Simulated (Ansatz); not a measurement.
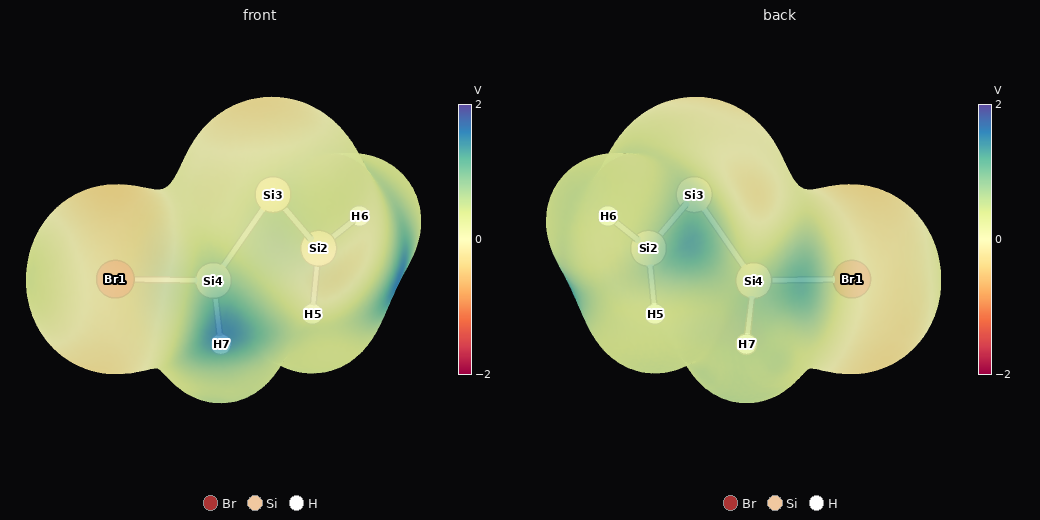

The picture shows: BrH₃Si₃. The molecular electrostatic potential painted on the density surface at 0.002 e/bohr³, seen from the front and from behind; the colour scale runs from red (negative) to blue (positive).

Geometry: BLYP-D3(BJ)/def2-SVP.

These are results of isolated molecule in a Gaussian basis; Kohn-Sham density functional theory, functional PBE0 (Ansatz), not measurements.

```xyz
7

Br   -2.9509    3.7832   -2.6674
Si   -0.7926   -0.6945   -1.8070
Si   -0.4975    1.3213   -0.7983
Si   -2.3741    1.6910   -2.0328
H    -1.9478   -1.2923   -2.5749
H     0.3585   -1.6620   -1.9277
H    -3.4025    0.8138   -2.7055
```

Which sites attract a positive test charge, and which a negative one?

A positive charge is drawn to the negative regions and a negative charge to the positive ones. The most negative region (about −0.3 V) lies over Br1, the most positive (about +1.6 V) over Si2 and Si4. Br1 shows a σ-hole: about +0.4 V at the tip opposite its bond, against about −0.2 V on its flanks.

What dipole moment does the calculation give?

Its dipole moment is 1.63 D.
